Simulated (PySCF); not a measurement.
# HO₂, doublet, SMILES `O[O]`: electronic structure

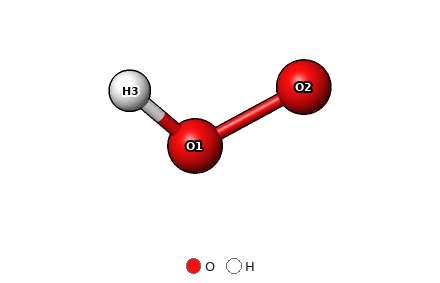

The molecule, with its atoms numbered as below. No frequency check shows the geometry to be a minimum.

Coordinates in Å:

```
O1       0.5835    0.1264    0.0000
O2      -0.7092   -0.0311    0.0000
H3       1.0054   -0.7624    0.0000
```

### 1. Bonding charge

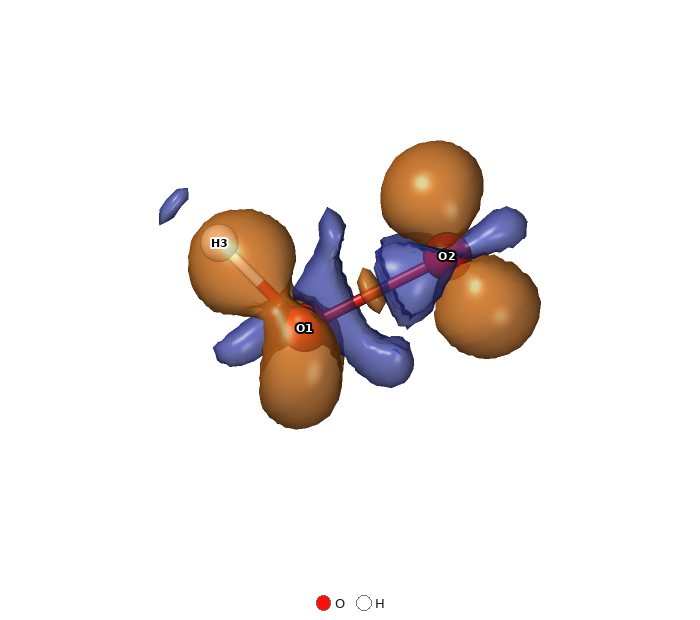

Deformation density (molecule less spherical, spin-averaged free atoms at the same positions), surfaces at ±0.1 e/Å³; orange: gain, blue: loss.

Computed with PySCF, ωB97X/6-311+G**, geometry: GFN2-xTB. The stability of the open-shell solution wasn't checked. GFN2-xTB doesn't know the spin state, so this open-shell geometry is rough.

How much density has each bond gained at its critical point, relative to the free atoms?

Answer. O1–H3: +0.90 e/Å³ at the bond critical point (bond length 0.98 Å). O1–O2: +0.20 e/Å³ at the bond critical point (bond length 1.30 Å). In all, 0.8 electrons gather in the regions of gain relative to the promolecule.

Where do the Hirshfeld charges lie?

Answer. The highest Hirshfeld charge is on H3 (+0.20 e), the lowest on O2 (−0.12 e).

```csv
atom,charge (e)
O1,−0.08
O2,−0.12
H3,+0.20
```

### 2. Bond critical points

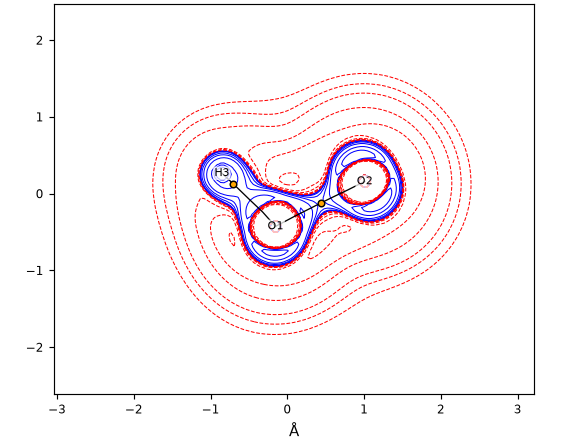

Negative Laplacian of the density (−∇²ρ) in the molecular plane (solid blue lines positive, dashed red lines negative, contours at ±0.02 to ±8 a.u.), with bond paths and bond critical points (dots).

At which bond critical points in this plane is charge locally concentrated, and at which depleted?

Answer. Concentrated (∇²ρ < 0): O1–O2 (−0.36 a.u.); O1–H3 (−2.46 a.u.). At none is it depleted.

Where along O1–H3 does the critical point lie?

Answer. 0.78 Å from O1 and 0.20 Å from H3.

### 3. Local ionisation energy

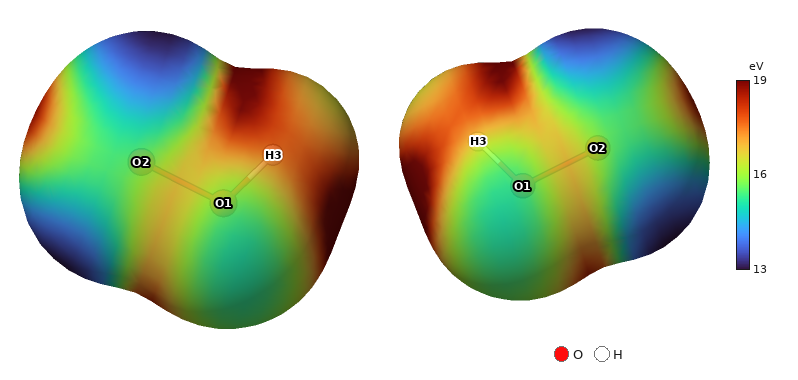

Average local ionisation energy on the surface of electron density 0.001 a.u. (back view left, front view right).

Locate the minima of the map.

Answer. The lowest value is 13.0 eV, 1.8 Å from O2. Further minima include 13.1 eV, 1.9 Å from O2; 15.1 eV, off the molecular plane, over O1 (1.8 Å), and at like points elsewhere; 16.6 eV, 1.2 Å from H3. For comparison, the highest occupied orbital lies at −10.7 eV.

### 4. Spin density

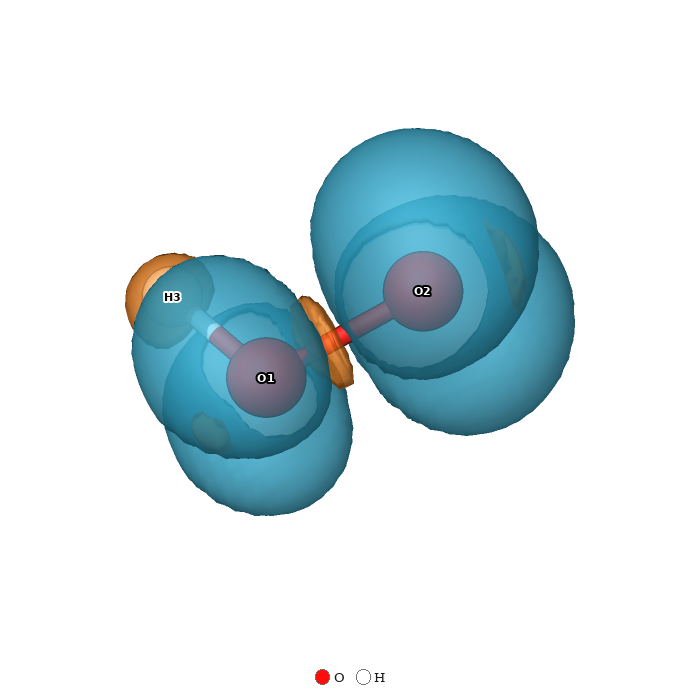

Spin density ρα − ρβ at ±0.01 e/Å³ (light blue: excess α, orange: excess β).

Give the atomic spin populations that go with this picture.

Answer. Hirshfeld spin populations: O2 +0.71 and O1 +0.28. ⟨S²⟩ = 0.75, as for a pure state.

### 5. In an electric field

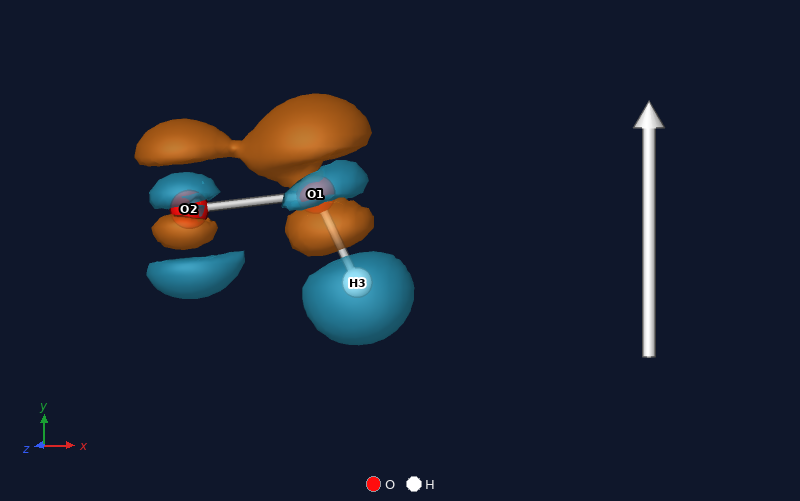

Change of the electron density in a uniform field of 0.21 V/Å along +y (arrow), surfaces at ±0.002 e/Å³ (light blue: gain, orange: loss).

Level of theory: HF/6-31G* (PySCF), at a geometry from GFN2-xTB. A basis without diffuse functions makes polarisabilities too small. The stability of the open-shell solution wasn't checked. GFN2-xTB doesn't know the spin state, so this open-shell geometry is rough.

What dipole is induced, and what polarisability does it imply?

Answer. The induced dipole is 0.07 D (along the field); α along this axis, from the fields in both directions, is 6 bohr³ (0.9 Å³).

Which atoms gain and lose the most charge?

Answer. Electrons gather most on H3 (Hirshfeld charge changes by −0.004 e) and leave O1 most (+0.004 e); 0.011 electrons are displaced in all.

### 6. Removing or adding an electron

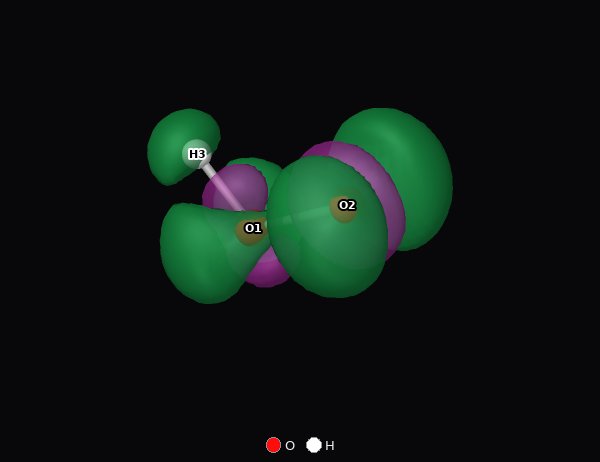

Fukui function f⁺ = ρ(N+1) − ρ(N) at fixed geometry, surfaces at ±0.05 e/Å³ (green positive, purple negative).

Method: PBE0/aug-cc-pVDZ; geometry: GFN2-xTB; program: PySCF. GFN2-xTB doesn't know the spin state, so this open-shell geometry is rough.

Which atoms respond most to the addition of an electron?

Answer. f⁺ (Hirshfeld-condensed) is largest on O2 (0.57); the vertical electron affinity is 0.25 eV (to the singlet anion, which needn't be its lowest state; the anion's highest orbital has positive energy, so this value and f⁺ depend on the basis). Condensed values hint at sites of nucleophilic attack but needn't mark the atom that reacts. Orbital relaxation makes it negative in places (0.17 e in all).

| atom | f⁺ | charge |
| --- | --- | --- |
| O1 | +0.27 | −0.07 |
| O2 | +0.57 | −0.12 |
| H3 | +0.16 | +0.19 |

The PySCF runs shown took 3.5 s, 0.88 s and 5.5 s on 1 thread of Arm Neoverse V1, on a shared host.
